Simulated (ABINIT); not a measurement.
# BaZrSe3 (P1): G0W0 in ABINIT against the screening cutoff in the self-energy, part 2 of 2

Aim: move the screening cutoff in the self-energy of a G0W0 run on BaZrSe3 (P1) over a wide range.

ABINIT 10.8.3; PBEsol and many-body steps on it, plane waves. Known limits of the many-body steps: not at the basis limit; exchange with frozen shells missing; no spin-orbit coupling; coarse k mesh.

So far. Step 5 (2.3 Ha): The gap on the mesh goes from 0.16 eV to 1.50 eV, a correction of +1.34 eV. Step 6 (3.2 Ha): Against the run before, the gap moves by +0.029 eV.

## Step 7: 4.9 Ha

Level of this step: G0W0 on PBEsol, plane waves, norm-conserving pseudopotentials (ABINIT).

run.abi

```
acell 3*1.0 Angstrom
rprim 
  5.287383000000 -0.000000000000 -0.000000000000
  0.003576000000 5.296392000000 -0.000000000000
  0.007950000000 0.010054000000 5.309462000000
ntypat 3
znucl 56 40 34
natom 5
typat 1 2 3 3 3
xred 
  0.998643000000 0.998478000000 0.998673000000
  0.476578000000 0.490069000000 0.476727000000
  0.488317000000 0.998506000000 0.502693000000
  0.983845000000 0.511636000000 0.518540000000
  0.492614000000 0.501310000000 0.993370000000
pp_dirpath "pseudos"
pseudos "Ba.upf, Zr.upf, Se.upf"
ecut 39
ngkpt 2 2 2
nshiftk 1
shiftk 0 0 0
kptopt 1
chksymbreak 0
istwfk *1
occopt 1
irdwfk 1
optdriver 4
nband 276
gwcalctyp 0
ecutsigx 39
symsigma 1
nkptgw 2
kptgw 
  0.5000000000 0.5000000000 0.5000000000
  0.0000000000 0.0000000000 0.0000000000
bdgw 
  34 37
  34 37
ecuteps 4.9
irdscr 1
ppmodel 1
indata_prefix "in"
outdata_prefix "out"
tmpdata_prefix "tmp"
```

The run is started by

```sh
$ OMP_NUM_THREADS=1 mpirun -n 8 abinit run.abi > log
```

Output:

```text
.Version 10.8.3 of ABINIT. v10.8.2 released Aug 2026.

 Symmetries : space group P1 (#  1); Bravais aP (primitive triclinic)
[... echo of the input left out ...]
== DATASET  1 ==================================================================
-   mpi_nproc: 8, omp_nthreads: 1 (-1 if OMP is not activated)

--- !DatasetInfo
iteration_state: {dtset: 1, }
dimensions: {natom: 5, nkpt: 8, mband: 276, nsppol: 1, nspinor: 1, nspden: 1, mpw: 11685, }
cutoff_energies: {ecut:  39.0, pawecutdg:  -1.0, }
[...]
Band     E0 <VxcDFT>   SigX SigC(E0)      Z dSigC/dE  Sig(E)    E-E0       E
[...]
36   5.166 -12.570  -7.747  -4.129   0.783  -0.277 -12.026   0.544   5.709
       37   5.296 -12.656  -8.190  -3.895   0.784  -0.276 -12.209   0.447   5.743

== END DATASET(S) ==============================================================
================================================================================

 -outvars: echo values of variables after computation  --------
           etotal      0.0000000000E+00
            nband         276
             nkpt           8
          spgroup           1
 [... the other variables as echoed above ...]

 Calculation completed.
```

Elapsed: 26 s, on 8 MPI ranks of Arm Neoverse V2, shared host; peak memory 4.2 GiB; 3.5 min of CPU time.

This step gave:

- G0W0 gap on the points computed: 1.570 eV
- starting gap on the mesh: 0.1573 eV
- k of the valence top: 0.5, 0.5, 0.5
- k of the conduction bottom: 0, 0, 0
- least direct G0W0 gap on the computed points: 2.056 eV

Against the run before, the gap moves by +0.042 eV.

## Step 8: 6.5 Ha

run.abi: that of step 7 with these lines changed.

```diff
@@ -38,3 +38,3 @@
   34 37
-ecuteps 4.9
+ecuteps 6.5
 irdscr 1
```

Output:

```text
.Version 10.8.3 of ABINIT. v10.8.2 released Aug 2026.

 Symmetries : space group P1 (#  1); Bravais aP (primitive triclinic)
[... echo of the input left out ...]
== DATASET  1 ==================================================================
-   mpi_nproc: 8, omp_nthreads: 1 (-1 if OMP is not activated)

--- !DatasetInfo
iteration_state: {dtset: 1, }
dimensions: {natom: 5, nkpt: 8, mband: 276, nsppol: 1, nspinor: 1, nspden: 1, mpw: 11685, }
cutoff_energies: {ecut:  39.0, pawecutdg:  -1.0, }
[...]
Band     E0 <VxcDFT>   SigX SigC(E0)      Z dSigC/dE  Sig(E)    E-E0       E
[...]
36   5.166 -12.570  -7.747  -4.132   0.782  -0.278 -12.029   0.541   5.706
       37   5.296 -12.656  -8.190  -3.898   0.783  -0.277 -12.212   0.445   5.740

== END DATASET(S) ==============================================================
================================================================================

 -outvars: echo values of variables after computation  --------
           etotal      0.0000000000E+00
            nband         276
             nkpt           8
          spgroup           1
 [... the other variables as echoed above ...]

 Calculation completed.
```

The job ended after 56 s (8 MPI ranks; peak memory 5.7 GiB).

Numbers from this step:

- G0W0 gap on the points computed: 1.576 eV
- starting gap on the mesh: 0.1573 eV
- k of the valence top: 0.5, 0.5, 0.5
- k of the conduction bottom: 0, 0, 0
- least direct G0W0 gap on the computed points: 2.064 eV

Against the run before, the gap moves by +0.006 eV.

## Step 9: The runs together

Times are wall times on 8 MPI ranks of Arm Neoverse V2, shared host, good to a factor of about two. A run's time includes the screening step that it read.

| run | mesh | bands | screening cutoff (eV) | DFT gap (eV) | gap on the mesh (eV) | direct (eV) | ε∞ used | time |
| --- | --- | --- | --- | --- | --- | --- | --- | --- |
| 0.7 Ha | 2×2×2 | 276 | 19 | 0.157 | 1.777 | 2.226 | 24.47 | 3.2 min |
| 1.3 Ha | 2×2×2 | 276 | 35.4 | 0.157 | 1.514 | 1.986 | 24.47 | 3.3 min |
| 2.3 Ha | 2×2×2 | 276 | 62.6 | 0.157 | 1.499 | 1.988 | 24.47 | 3.3 min |
| 3.2 Ha | 2×2×2 | 276 | 87.1 | 0.157 | 1.528 | 2.016 | 24.47 | 3.3 min |
| 4.9 Ha | 2×2×2 | 276 | 133.3 | 0.157 | 1.570 | 2.056 | 24.47 | 3.6 min |
| 6.5 Ha | 2×2×2 | 276 | 176.9 | 0.157 | 1.576 | 2.064 | 24.47 | 4.1 min |

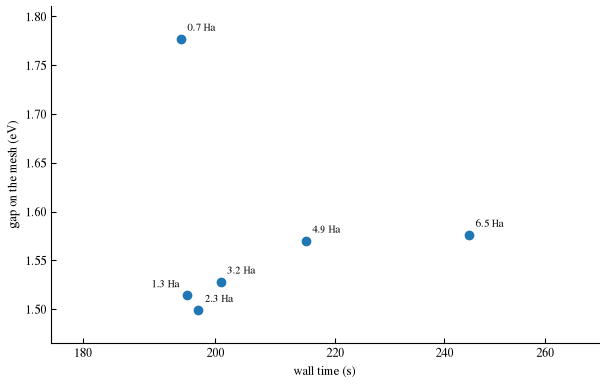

Result against wall time.

## Step 10: Results

- 0.7 Ha: 1.777 eV
- 1.3 Ha: 1.514 eV
- 2.3 Ha: 1.499 eV
- 3.2 Ha: 1.528 eV
- 4.9 Ha: 1.570 eV
- 6.5 Ha: 1.576 eV
- known limits: not at the basis limit; exchange with frozen shells missing; no spin-orbit coupling; coarse k mesh

What this shows: The setting moved: screening cutoff in the self-energy. From 0.7 Ha to 6.5 Ha the gap moves by −0.20 eV, not steadily: it passes through 1.50 eV. It holds to 0.03 eV from 4.9 Ha on. Bands and screening cutoff are coupled, so a series along one setting does not show full convergence. Bands and cutoff are finite, so the gap is not at the basis limit. The miss can reach some tenths of an eV and take either sign; the mesh is an error of its own. In the G0W0 runs levels were corrected at 2 k points alone, so a gap called «on the mesh» is the least over those, and an edge elsewhere would be missed. The 2×2×2 mesh is coarse for this cell, which bears on the long-range parts of exchange and screening. The norm-conserving file of at least one element keeps a d shell over frozen s and p shells of the same row. Exchange with those shells is missing from the self-energy, an error of 0.3 to 0.9 eV in cases checked, whose sign depends on which edge lies on those atoms. The many-body steps are scalar-relativistic: spin-orbit coupling is not in them.

[Paths, hosts, dates, memory and timing lines, banners, echoed tables and standing remarks are left out of the program output.]

[Logs are printed without paths, hosts, clocks, repeated set-up lines and the standing remarks that a program may print on its own settings, such as how far it seeks lower states.]

[Runs of the session that timed out or met a known fault of the program may be left out.]

[Hosts, paths, dates, database ids (printed as entryN), source tags and the programs' standing remarks are cut or masked in the printed files.]

[G0W0 gaps are taken among the corrected bands and points alone; a level outside them can change the order at an edge.]

[Where Ansatz stands beside ABINIT at settings called matched, ABINIT's density can come from a denser mesh and the files from another edition; pairs whose starting gaps differed by over 0.03 eV were left out, so agreement reads better than it is.]
